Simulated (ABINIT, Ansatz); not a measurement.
# AgCl (Fm-3m): Raman and infrared activity, part 3 of 3

Wanted: vibrational spectra of AgCl (Fm-3m) from linear and non-linear response.

ABINIT 10.8.3; DFT LDA, scalar-relativistic, plane waves, PseudoDojo norm-conserving pseudopotentials.

So far. Step 6 (Linear response at Γ): The acoustic modes at Γ come out as far as 2.0 cm⁻¹ from zero, where they should vanish, a small numerical error; the Born charges miss their sum rule by 4.2e-4 e, which is good. Step 7 (Zone-centre analysis): The rule moves no optical mode by more than 0.1 cm⁻¹. The relaxed cell has a = 5.355 Å (conventional setting).

## (8) Sum rules set otherwise (asr 0)

Without the rule the raw error of the acoustic modes shows.

anaddb.abi reads:

```
ddb_filepath "gamma_DDB"
output_file "anaddb.abo"
outdata_prefix "anaddb"
asr 0
chneut 0
enunit 2
eivec 1
nph1l 1
qph1l 0.0 0.0 0.0 1.0
dieflag 1
nph2l 3
qph2l 
    1.0 0.0 0.0 0.0
    0.0 0.0 1.0 0.0
    1.0 1.0 1.0 0.0
nlflag 1
ramansr 1
alphon 1
prtmbm 1
```

mrgddb.in reads:

```
gamma_DDB
merged
3
dfpt_gammao_DS2_DDB
dfpt_gammao_DS3_DDB
gso_DDB
```

Command:

```sh
$ mrgddb < mrgddb.in > mrgddb.log
$ OMP_NUM_THREADS=1 anaddb anaddb.abi > anaddb.log
```

anaddb.abo, the main output file:

```text
[banners, grids, parts of the stress and lines that vanish by symmetry left out]
-outvars_anaddb: echo values of input variables ----------------------

 Flags :
[...]
Dielectric Tensor and Effective Charges
[...]
Effective charge tensors after
[...]
1          1       -0.000000000       -0.000000000       -0.000000000
[...]
1          2       -0.000000000       -0.000000000       -0.000000000
[...]
1          3       -0.000000000       -0.000000000       -0.000000000
[...]
2          1       -0.000000000       -0.000000000       -0.000000000
[...]
2          2       -0.000000000       -0.000000000       -0.000000000
[...]
2          3       -0.000000000       -0.000000000       -0.000000000
[...]
Phonon wavevector (reduced coordinates) :  0.00000  0.00000  0.00000
 Phonon energies in Hartree :
[...]
Phonon energies in meV     :
-  2.502581E-01  2.502581E-01  2.502581E-01  1.615887E+01  1.615887E+01
-  1.615887E+01
 Phonon frequencies in cm-1    :
-  2.018467E+00  2.018467E+00  2.018467E+00  1.303301E+02  1.303301E+02
-  1.303301E+02
 Phonon frequencies in Thz     :
-  6.051213E-02  6.051213E-02  6.051213E-02  3.907197E+00  3.907197E+00
-  3.907197E+00
 Phonon energies in Kelvin  :
-  2.904124E+00  2.904124E+00  2.904124E+00  1.875159E+02  1.875159E+02
-  1.875159E+02
[...]
-  1  0.00000000E+00  0.00000000E+00 -1.95628512E-03
-     0.00000000E+00  0.00000000E+00  0.00000000E+00
-  2  0.00000000E+00  0.00000000E+00 -1.95688662E-03
-     0.00000000E+00  0.00000000E+00  0.00000000E+00
[...]
-  1  0.00000000E+00  1.95628512E-03  0.00000000E+00
-     0.00000000E+00  0.00000000E+00  0.00000000E+00
-  2  0.00000000E+00  1.95688662E-03  0.00000000E+00
-     0.00000000E+00  0.00000000E+00  0.00000000E+00
[...]
-  1  1.95628512E-03  0.00000000E+00  0.00000000E+00
-     0.00000000E+00  0.00000000E+00  0.00000000E+00
-  2  1.95688662E-03  0.00000000E+00  0.00000000E+00
-     0.00000000E+00  0.00000000E+00  0.00000000E+00
[...]
-  1  0.00000000E+00  0.00000000E+00 -1.12187276E-03
-     0.00000000E+00  0.00000000E+00  0.00000000E+00
-  2  0.00000000E+00  2.07972507E-07  3.41235502E-03
-     0.00000000E+00  0.00000000E+00  0.00000000E+00
[...]
-  1  0.00000000E+00  1.12187276E-03  0.00000000E+00
-     0.00000000E+00  0.00000000E+00  0.00000000E+00
-  2  0.00000000E+00 -3.41235502E-03  2.07972501E-07
-     0.00000000E+00  0.00000000E+00  0.00000000E+00
[...]
-  1  1.12187276E-03  0.00000000E+00  0.00000000E+00
-     0.00000000E+00  0.00000000E+00  0.00000000E+00
-  2 -3.41235503E-03  0.00000000E+00  0.00000000E+00
-     0.00000000E+00  0.00000000E+00  0.00000000E+00
[...]
-     1         -0.000000    -0.000000     0.000011     0.000011
-     2         -0.000000    -0.000011     0.000000     0.000011
-     3         -0.000011    -0.000000     0.000000     0.000011
-     4         -0.000000    -0.000000    -1.786383     1.786383
-     5         -0.000000     1.786383    -0.000000     1.786383
-     6          1.786383     0.000000    -0.000000     1.786383
[...]
-   1     Real    0.0000E+00  0.0000E+00  0.0000E+00  0.0000E+00  0.0000E+00  0.0000E+00  0.0000E+00
[...]
-   2     Real    0.0000E+00  0.0000E+00  0.0000E+00  0.0000E+00  0.0000E+00  0.0000E+00  0.0000E+00
[...]
-   3     Real    0.0000E+00  0.0000E+00  0.0000E+00  0.0000E+00  0.0000E+00  0.0000E+00  0.0000E+00
[...]
-   4     Real    0.0000E+00  0.0000E+00  4.1175E-05  0.0000E+00  0.0000E+00  0.0000E+00  4.1175E-05
[...]
-   5     Real    0.0000E+00  4.1175E-05  0.0000E+00  0.0000E+00  0.0000E+00  0.0000E+00  4.1175E-05
[...]
-   6     Real    4.1175E-05  0.0000E+00  0.0000E+00  0.0000E+00  0.0000E+00  0.0000E+00  4.1175E-05
[...]
-         0.000000000       0.000000000       0.000000000
-         0.000000000       0.000000000       0.000000000
[...]
Phonon at Gamma, with non-analyticity in the
[...]
Phonon energies in Hartree :
[...]
Phonon energies in meV     :
-  2.502581E-01  2.502581E-01  2.502581E-01  1.615887E+01  1.615887E+01
-  2.266698E+01
 Phonon frequencies in cm-1    :
-  2.018467E+00  2.018467E+00  2.018467E+00  1.303301E+02  1.303301E+02
-  1.828215E+02
 Phonon frequencies in Thz     :
-  6.051213E-02  6.051213E-02  6.051213E-02  3.907197E+00  3.907197E+00
-  5.480851E+00
 Phonon energies in Kelvin  :
-  2.904124E+00  2.904124E+00  2.904124E+00  1.875159E+02  1.875159E+02
-  2.630394E+02
[...]
-  1  0.00000000E+00  0.00000000E+00 -1.95628512E-03
[...]
-  2  0.00000000E+00  0.00000000E+00 -1.95688662E-03
[...]
Phonon at Gamma, with non-analyticity in the
[...]
Phonon energies in Hartree :
[...]
Phonon energies in meV     :
-  2.502581E-01  2.502581E-01  2.502581E-01  1.615887E+01  1.615887E+01
-  2.266698E+01
 Phonon frequencies in cm-1    :
-  2.018467E+00  2.018467E+00  2.018467E+00  1.303301E+02  1.303301E+02
-  1.828215E+02
 Phonon frequencies in Thz     :
-  6.051213E-02  6.051213E-02  6.051213E-02  3.907197E+00  3.907197E+00
-  5.480851E+00
 Phonon energies in Kelvin  :
-  2.904124E+00  2.904124E+00  2.904124E+00  1.875159E+02  1.875159E+02
-  2.630394E+02
[...]
Phonon at Gamma, with non-analyticity in the
[...]
Phonon energies in Hartree :
[...]
Phonon energies in meV     :
-  2.502581E-01  2.502581E-01  2.502581E-01  1.615887E+01  1.615887E+01
-  2.266698E+01
 Phonon frequencies in cm-1    :
-  2.018467E+00  2.018467E+00  2.018467E+00  1.303301E+02  1.303301E+02
-  1.828215E+02
 Phonon frequencies in Thz     :
-  6.051213E-02  6.051213E-02  6.051213E-02  3.907197E+00  3.907197E+00
-  5.480851E+00
 Phonon energies in Kelvin  :
-  2.904124E+00  2.904124E+00  2.904124E+00  1.875159E+02  1.875159E+02
-  2.630394E+02
[...]
-  1  6.13905352E-04 -1.69805643E-03 -7.52847335E-04
[...]
-  2  6.14097477E-04 -1.69857516E-03 -7.53075441E-04
[...]
-  1  1.85104648E-03  4.93424900E-04  3.96506128E-04
[...]
-  2  1.85161058E-03  4.93571585E-04  3.96623013E-04
[...]
-  1  1.24635304E-04  7.23588692E-04 -8.48223996E-04
[...]
-  2 -3.79098165E-04 -2.20091047E-03  2.58000863E-03
[...]
-  1  9.07486478E-04 -5.61680578E-04 -3.45805900E-04
[...]
-  2 -2.76026493E-03  1.70844111E-03  1.05182382E-03
[...]
-         0.000000000       0.000000000       0.000000000
-         0.000000000       0.000000000       0.000000000
[...]
-         0.000000000       0.000000000       0.000000000
-         0.000000000       0.000000000       0.000000000
-         0.000000000       0.000000000       0.000000000
[...]
-         0.000000000       0.000000000       0.000000000
-         0.000000000       0.000000000       0.000000000
-         0.000000000       0.000000000       0.000000000
[...]
Direction                     Dielectric constant
[...]
0.00000   0.00000   1.00000     11.51873393
   1.00000   1.00000   1.00000     11.51873393
-
```

Run time: 1.4 s. Hardware: 1 thread of Intel Xeon Platinum 8124M at 3.00GHz (Skylake/Cascade Lake), shared host.

Zone-centre frequencies as printed; negative means imaginary. Modes:

```csv
mode,frequency (cm⁻¹)
1,2.02
2,2.02
3,2.02
4,130.3
5,130.3
6,130.3
```

## (9) Cross-check with Ansatz

The same cell, potentials and cutoff go through another code, on another k mesh. Its k mesh is centred on Γ.

This step: DFT LDA, scalar-relativistic, plane waves, PseudoDojo norm-conserving pseudopotentials (Ansatz 0.2.0).

input.yaml reads:

```yaml
crystal:
  lattice:
    - [0.0, 2.6773211495, 2.6773211495]
    - [2.6773211495, 0.0, 2.6773211495]
    - [2.6773211495, 2.6773211495, 0.0]
  atoms:
    - { symbol: Ag, position: [0.0, 0.0, 0.0] }
    - { symbol: Cl, position: [0.5, 0.5, 0.5] }
kpoints:
  mp_grid: { grid: [8, 8, 8] }
hamiltonian:
  xc: lda
  pseudopotentials: { kind: nc, accuracy: standard }
scf:
  occupations: { method: fixed }
output:
  eigenvalues: true
basis:
  ecutwfc: 1061.244
phonons:
  method: dfpt
  dielectric: true
  rigid_motions: translations
  raman: true
```

Command:

```sh
$ ansatz run input.yaml --threads 4 --pin off --max-ram 16384MiB --backend cpu --events-out ev --progress --plain --runs-dir out
```

The log of the run:

```text
Warning: basis.ecutwfc = 1061.244 eV is below the records' recommended 1170.089609 eV, and the density's cutoff is lower with it unless basis.ecutrho_ratio is high enough to keep the records' density cutoff: compare with a run at a higher cutoff
Engine: ansatz 0.2.0, x86_64-unknown-linux-gnu
Pseudopotentials: kind: nc
Pseudopotential: Ag, nc, valence charge 19, recommended cutoff 1170.089609 eV (normal), Ag.nc.azcp (PseudoDojo's, or run here from an input of PseudoDojo's; its table is named by hamiltonian.pseudopotentials.accuracy)
Pseudopotential: Cl, nc, valence charge 7, recommended cutoff 761.918815 eV (normal), Cl.nc.azcp (PseudoDojo's, or run here from an input of PseudoDojo's; its table is named by hamiltonian.pseudopotentials.accuracy)
Functional definition: SPW92
  exchange = slater_x
  correlation = pw_c
Crystal: 2 atoms, lattice volume = 38.382 Å³
Basis set: ecut = 1061.244 eV, 2975 PW (Γ), exchange–correlation on 90×90×90 points (8 copies of the dense FFT grid, shifted against one another)
Bands: 17, of which v1, the nominal top of the filled ones, is band 13 counted from 1 (12 counted from 0)
Symmetry: 48 space group operations
k-points: 59 of 512 (irreducible under 8 space group operations, time reversal used)
Non-local potential: Ag, projectors of the file, l = 0: 2, l = 1: 2, l = 2: 2
Non-local potential: Cl, projectors of the file, l = 0: 2, l = 1: 2, l = 2: 2
Initial density: superposition of atomic densities (chi_scale 0.1, normalization cell, long waves kept (reshape's long-wave potential 0.00 eV rms))
Initial wavefunctions: pseudopotential atomic-orbital guess
Functional: x = slater, c = lda
SCF iter   1: F=—  HF=-4665.053081 eV  |F-HF|=—  |Δ(HF+E_count)|=         —  Δρ=6.91e-2  dr2=2.09e0  ethr=3.10e-3  ⟨swp⟩=5.4  Hψ=4651  notcnv=0  defer=89
preconditioner: auto → none  [insulator: Δε(μ)=0.873 eV  Ē_g=11.853 eV  n_scr=14 (ndim 8)  ℏωp=25.4 eV  f_vac=0.001  ε∞_Penn≈5.6]
SCF iter   2: F=—  HF=-4664.534762 eV  |F-HF|=—  |Δ(HF+E_count)|=   5.18e-1  Δρ=3.88e-2  dr2=5.24e-1  ethr=3.10e-3  ⟨swp⟩=3.7  Hψ=2626  notcnv=0  defer=64
SCF iter   3: F=—  HF=-4664.381323 eV  |F-HF|=—  |Δ(HF+E_count)|=   1.53e-1  Δρ=4.88e-3  dr2=4.40e-3  ethr=2.01e-3  ⟨swp⟩=3.3  Hψ=2143  notcnv=0  defer=110
SCF iter   4: F=—  HF=-4664.379872 eV  |F-HF|=—  |Δ(HF+E_count)|=   1.45e-3  Δρ=1.69e-3  dr2=3.59e-4  ethr=1.69e-5  ⟨swp⟩=2.1  Hψ=1899  notcnv=0  defer=114
SCF iter   5: F=—  HF=-4664.379784 eV  |F-HF|=—  |Δ(HF+E_count)|=   8.78e-5  Δρ=2.81e-4  dr2=2.95e-5  ethr=1.38e-6  ⟨swp⟩=2.8  Hψ=1647  notcnv=0  defer=114
SCF iter   6: F=—  HF=-4664.379778 eV  |F-HF|=—  |Δ(HF+E_count)|=   6.11e-6  Δρ=1.91e-4  dr2=1.34e-5  ethr=1.13e-7  ⟨swp⟩=2.2  Hψ=1595  notcnv=0  defer=104
SCF iter   7: F=—  HF=-4664.379796 eV  |F-HF|=—  |Δ(HF+E_count)|=   1.84e-5  Δρ=6.40e-5  dr2=1.63e-6  ethr=5.13e-8  ⟨swp⟩=2.2  Hψ=1292  notcnv=0  defer=23
SCF iter   8: F=—  HF=-4664.379900 eV  |F-HF|=—  |Δ(HF+E_count)|=   1.03e-4  Δρ=9.46e-6  dr2=3.89e-8  ethr=6.26e-9  ⟨swp⟩=2.1  Hψ=1399  notcnv=0  defer=10
SCF iter   9: F=—  HF=-4664.379900 eV  |F-HF|=—  |Δ(HF+E_count)|=   1.03e-8  Δρ=7.56e-7  dr2=2.20e-10  ethr=1.50e-10  ⟨swp⟩=2.1  Hψ=1648  notcnv=0  defer=10
SCF iter  10: F=-4664.379900 eV  HF=-4664.379900 eV  |F-HF|=7.28e-12  |Δ(HF+E_count)|=  4.82e-11  Δρ=1.69e-7  dr2=8.31e-12  ethr=1.00e-12  ⟨swp⟩=9.3  Hψ=7226  notcnv=0
SCF 1 converged in 10 iterations: F = -4664.379900 eV  dr2 = 8.31e-12
NSCF: frozen V_eff on 8 k-points
DFPT response loops at Γ: preconditioner auto → none (the input reference at scf.mixing.eps_inf says where Resta's filter doesn't serve); β = 0.50; Broyden in place of MSR1
── the response to a field inside a basis, on 10×10×10 k-points: an SCF that follows is theirs, and a resumed run solves both again ──
Bands: 14, of which v1, the nominal top of the filled ones, is band 13 counted from 1 (12 counted from 0)
k-points: 110
Initial density: handed on by an earlier stage of this run
Initial wavefunctions: pseudopotential atomic-orbital guess (no wavefunctions were taken with the density)
Eigensolver: Dense (110 Hₖ)
SCF iter   1: F=—  HF=-4664.377517 eV  |F-HF|=—  |Δ(HF+E_count)|=         —  Δρ=3.38e-4  dr2=3.04e-6  ethr=1.00e-1
preconditioner: auto → none  [insulator: Δε(μ)=0.782 eV  Ē_g=8.173 eV  n_scr=14 (ndim 8)  ℏωp=25.4 eV  f_vac=0.013  ε∞_Penn≈10.7]
SCF iter   2: F=—  HF=-4664.377517 eV  |F-HF|=—  |Δ(HF+E_count)|=   7.36e-7  Δρ=1.65e-4  dr2=6.96e-7  ethr=1.17e-8
SCF iter   3: F=—  HF=-4664.377518 eV  |F-HF|=—  |Δ(HF+E_count)|=   3.72e-7  Δρ=5.41e-5  dr2=3.01e-7  ethr=2.68e-9
SCF iter   4: F=—  HF=-4664.377518 eV  |F-HF|=—  |Δ(HF+E_count)|=   4.20e-8  Δρ=6.83e-6  dr2=2.51e-9  ethr=1.16e-9
SCF iter   5: F=—  HF=-4664.377518 eV  |F-HF|=—  |Δ(HF+E_count)|=  1.62e-10  Δρ=1.94e-6  dr2=1.80e-10  ethr=9.65e-12
SCF iter   6: F=-4664.377518 eV  HF=-4664.377518 eV  |F-HF|=2.73e-12  |Δ(HF+E_count)|=  1.46e-11  Δρ=1.17e-7  dr2=9.20e-13  ethr=1.00e-12
SCF 1 converged in 6 iterations: F = -4664.377518 eV  dr2 = 9.20e-13
DFPT response loops at Γ: mixed as the last ones told, above
DFPT response loops at Γ: mixed as the last ones told, above
SCF converged after 10 iterations
Free energy (F): -4664.379900 eV
Harris-Foulkes:  -4664.379900 eV  (|F-HF|=7.28e-12)
Internal energy: -4664.379900 eV  (E = F + TS)
E sigma→0 (E₀):  -4664.379900 eV
Fermi energy:    9.734432 eV
--- Per-component energies (eV) ---
  E_band       = -328.303794
  E_kinetic    = 1600.319822
  E_local      = -3899.427945  (includes V_loc(G=0)·N_el)
  E_nonlocal   = -4.275509
  E_hartree    = 1305.224509
  E_xc         = -748.904587
  E_vxc        = -635.369006  (∫ρ·V_xc dr)
  E_ewald      = -2917.316189
  E_smearing   = -0.000000  (= −TS)
  E_closure    = -0.000000  (closes the sum)
  Σ components = -4664.379900   (vs F -4664.379900, Δ=0.00e0)
--- Band table (eV; the first three rows and the last of 59) ---
  k-point 0: bands = [... 9 lower, 6.7775, 6.9838, 6.9838, 6.9838, 10.3613, 20.2438, 20.2438, 20.2438]
  k-point 1: bands = [... 9 lower, 6.8024, 7.1134, 7.8313, 7.8313, 11.1693, 18.8615, 19.9513, 19.9513]
  k-point 2: bands = [... 9 lower, 6.9700, 7.2886, 8.7437, 8.7437, 12.5609, 17.2645, 18.5998, 18.5998]
  k-point 58: bands = [... 9 lower, 7.3205, 7.3786, 7.4147, 8.2039, 13.8532, 17.3964, 17.3964, 17.5062]
--- Phonons (Γ-DFPT): 2 representative perturbations + reference, on 59 of 512 k-points (Σ response iterations 6) ---
  k mesh reduced under 8 symmetry operations, with k and −k counted as one. Each operation leaves every solved perturbation unchanged. A smaller set is not considered because the run solves the response to a homogeneous field
  ASR residual: 6.163e-4 → 0.000e0 eV/Å²; symmetrization residual: 6.583e-6 eV/Å²
  ASR residual per site (eV/Å²): 6.16e-4 1.47e-4
  Γ frequencies (cm⁻¹): 0.00 0.00 0.00 130.31 130.31 130.31
  ε∞ (high-frequency dielectric tensor):
        5.854049     0.000000     0.000000
        0.000000     5.854049    -0.000000
        0.000000    -0.000000     5.854049
  ε⁰ (static dielectric tensor: ions relaxed, cell fixed):
       11.520502    -0.000000    -0.000000
       -0.000000    11.520502     0.000000
       -0.000000     0.000000    11.520502
  ε⁰ − ε∞ (ionic part):
        5.666454    -0.000000    -0.000000
       -0.000000     5.666454     0.000000
       -0.000000     0.000000     5.666454
  softest optical mode at Γ: 130.31 cm⁻¹; the repairs (sum rule, projections) moved no ω² at Γ by more than (1.36 cm⁻¹)²
  Born effective charges Z* (e; rows j = field, columns β = displacement):
    site 0:
         1.41512   -0.00000   -0.00000
         0.00000    1.41512   -0.00000
        -0.00000    0.00000    1.41512
    site 1:
        -1.41512    0.00000    0.00000
        -0.00000   -1.41512    0.00000
         0.00000   -0.00000   -1.41512
  Z* charge neutrality: 7.550e-4 e pre-enforcement
  solved inside a basis spanned on kpoints, on 10×10×10 k-points transformed towards the longest dipole: ε∞ is read to err by 1.5e-2, Z* by 2.1e-2 e (field_mesh: kpoints solves on kpoints); Z* is corrected for what the basis lacks
  Raman tensors (in the event stream and the table raman_tensors.tsv): an entry may err by 1.3e-3 Å², one of the second-order susceptibility by 1.3e-19 pm/V (basis, points and sum rule); their sum over the sites missed zero by 7.059e-21 Å² ahead of its enforcement
  optical modes at Γ without the LO–TO term, one row a degenerate level:
      ω (cm⁻¹)  modes    IR ((D/Å)²/amu)  static Raman (Å⁴/amu)  depolarisation
        130.31      3             5.1947                 0.0000               —
  optical modes at Γ + LO–TO along q̂ = [1.0000, 0.0000, 0.0000]:
      ω (cm⁻¹)  modes    IR ((D/Å)²/amu)  static Raman (Å⁴/amu)  depolarisation
        130.31      2             3.4632                 0.0000               —
        182.80      1             1.7316                 0.0000               —
  optical modes at Γ + LO–TO along q̂ = [0.0000, 1.0000, 0.0000]:
      ω (cm⁻¹)  modes    IR ((D/Å)²/amu)  static Raman (Å⁴/amu)  depolarisation
        130.31      2             3.4632                 0.0000               —
        182.80      1             1.7316                 0.0000               —
  optical modes at Γ + LO–TO along q̂ = [0.0000, 0.0000, 1.0000]:
      ω (cm⁻¹)  modes    IR ((D/Å)²/amu)  static Raman (Å⁴/amu)  depolarisation
        130.31      2             3.4632                 0.0000               —
        182.80      1             1.7316                 0.0000               —
```

It took 2.4 min on 4 threads; peak memory 1.3 GiB.

This step gave:

- gap on the k-mesh: 0.6269 eV
- sum-rule residual before enforcement: 6.16e-4 eV/Å²
- miss of the charge sum rule: 7.55e-4 e
- estimated error of the dielectric tensor: 0.01544
- estimated error of the Born charges: 0.02051 e

Transverse modes. Lines of the infrared spectrum (strongest = 100):

```csv
position (cm⁻¹),label,"IR intensity ((D/Å)²/amu), degenerate modes summed, relative"
130,T1u,100
```

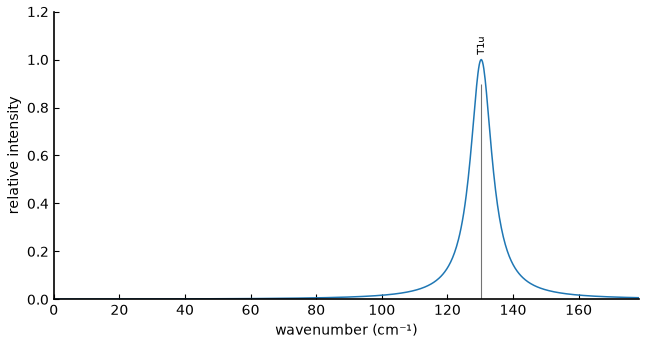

The infrared spectrum, broadened with Lorentzians of width 8 cm⁻¹; bars mark the lines.

## (10) Side by side: ABINIT PseudoDojo and Ansatz, PseudoDojo

Worked out from the results:

| Item | Value |
| --- | --- |
| root-mean-square difference | 0.01 cm⁻¹ |
| largest difference | 0.01 cm⁻¹ |

Frequencies side by side, by row:

| q (reciprocal lattice) | mode | ABINIT PseudoDojo (cm⁻¹) | Ansatz, PseudoDojo (cm⁻¹) |
| --- | --- | --- | --- |
| 0 0 0 | 1 | 0 | 0 |
| 0 0 0 | 2 | 0 | 0 |
| 0 0 0 | 3 | 0 | 0 |
| 0 0 0 | 4 | 130.3 | 130.3 |
| 0 0 0 | 5 | 130.3 | 130.3 |
| 0 0 0 | 6 | 130.3 | 130.3 |

The two runs side by side. Further quantities:

```csv
quantity,ABINIT PseudoDojo,"Ansatz, PseudoDojo"
mean ε∞,5.854,5.854
"largest Born charge in size (e; the first before, the second after the charge sum rule)",1.415,1.415
summed IR intensity ((D/Å)²/amu),5.196,5.195
summed Raman activity (Å⁴/amu),0,0
```

At the zone centre the largest difference (acoustic modes at Γ apart) is 0.008 % of the highest mode.

## (11) Outcome

```yaml
space_group_after_relaxation: Fm-3m
volume_per_atom: 19.2 Å³
highest_optical_zone_centre_mode_no_lo_to_term: 130.3 cm⁻¹
highest_mode_moved_by_the_lo_to_term: 182.8 cm⁻¹
mean_high_frequency_dielectric_constant: 5.85
largest_born_charge_in_size_third_of_the_trace: 1.42 e
mean_static_dielectric_constant: 11.5
imaginary_optical_modes_at_the_zone_centre_no_q_mesh_in_this_session: none
largest_difference_from_ansatz_pseudodojo: 0.01 cm⁻¹
```

In words: No mode is Raman active in this structure; the strongest infrared line lies at 130 cm⁻¹. At the LDA level the optical modes of AgCl (Fm-3m) at the zone centre (no LO-TO term) lie at 130 cm⁻¹. The base run prints -0.31 GPa, mostly the error of a finite basis; the relaxation, with a smoothed and higher cutoff, had brought the cell to rest. Along the directions run, the highest mode that the macroscopic field moves lies at 183 cm⁻¹. Lattice motion raises the mean dielectric constant from 5.854 to 11.52. The Born charge of Ag is 1.415 e against a formal charge of +1: displacements drive charge along the bonds, a mark of mixed ionic and covalent bonding and of large LO-TO splittings. The Lyddane-Sachs-Teller relation holds: (ωLO/ωTO)² is 1.97 and ε₀/ε∞ is 1.97. ABINIT PseudoDojo and Ansatz, PseudoDojo agree to 0.01 cm⁻¹ (0.008 % of the highest mode compared) on all solved modes but the acoustic ones at Γ, without the LO-TO term. These are harmonic frequencies at zero temperature: anharmonic shifts and linewidths and thermal expansion are left out. Ansatz warns that the cutoff lies 9 % under the one recommended for these files; agreement at one cutoff is not convergence. The structure comes from a database and need not be the phase that is stable at ambient conditions.

[Host names and launcher messages were left out of these logs when they were recorded.]

[Logs are printed without paths, hosts, clocks, repeated set-up lines and the standing remarks that a program may print on its own settings, such as how far it seeks lower states.]

[Hosts, paths, dates, database ids (printed as entryN), source tags and the programs' standing remarks are cut or masked in the printed files.]
